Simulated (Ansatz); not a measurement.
System: AlH$_{4}$NO.

Input file:

```
crystal:
  periodic: [false, false, false]
  atoms:
    - { symbol: Al, position_ang: [0.330257, -0.078818, 0.003765] }
    - { symbol: "N", position_ang: [0.92437, -0.065477, 1.737306] }
    - { symbol: H, position_ang: [0.516618, -0.206381, 2.641643] }
    - { symbol: H, position_ang: [1.904796, 0.124319, 1.819966] }
    - { symbol: H, position_ang: [1.779038, 0.24411, -0.407322] }
    - { symbol: O, position_ang: [-1.136856, -0.333086, -0.755527] }
    - { symbol: H, position_ang: [-2.024822, -0.531367, -0.524931] }
basis:
  gaussian: { orbitals: def2-SVP }
hamiltonian:
  xc: hf
relax:
  f_tol: 0.03
  max_steps: 50
output:
  orbitals: {}
```

Launched as:

```sh
ansatz run input.yaml --threads 1 --pin off --max-ram 2048MiB --backend cpu --events-out ev --progress --plain --runs-dir out
```

The fields are those of the run's last geometry, not of the input's.

Level of theory: RHF/def2-SVP in Ansatz 0.2.0.

Q: What can the converged electron density and electron localisation function tell about the bonding?

A: Al–O (1.69 Å): the density is about 0.84 e/Å³ at the midpoint; the ELF peaks at about 0.85 in the valence shell of O, 0.6 Å from its nucleus, and is about 0.35 at the midpoint.
Al–N (1.77 Å): ρ is about 0.85 e/Å³ halfway; the ELF peaks at about 0.95 between the atoms, as expected for a shared but strongly polarised pair.
O–H (0.94 Å): ρ is about 3.8 e/Å³ halfway; the ELF climbs to about 1 towards the hydrogen, as it does in any bond to H (an ordinary covalent bond to hydrogen).
N–H (1.00 Å): ρ is about 2.8 e/Å³ halfway; the ELF climbs to about 1 towards the hydrogen; a covalent bond by its length.

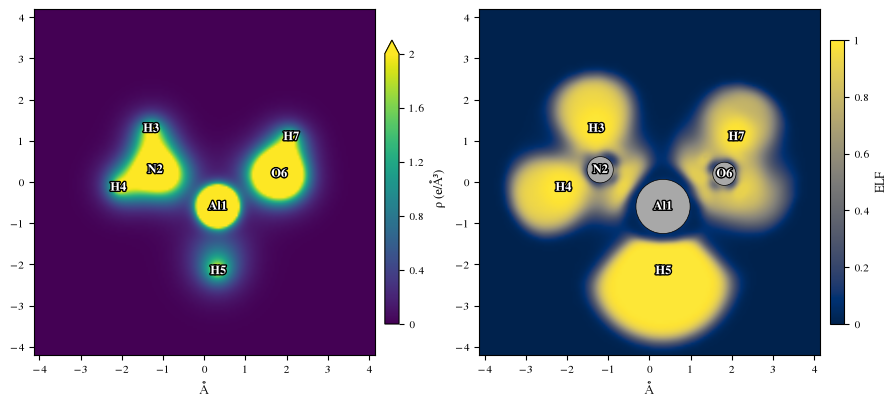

Computed electron density and electron localisation function on the molecular plane, in this order. Grey discs cover the atomic cores in the ELF map. 
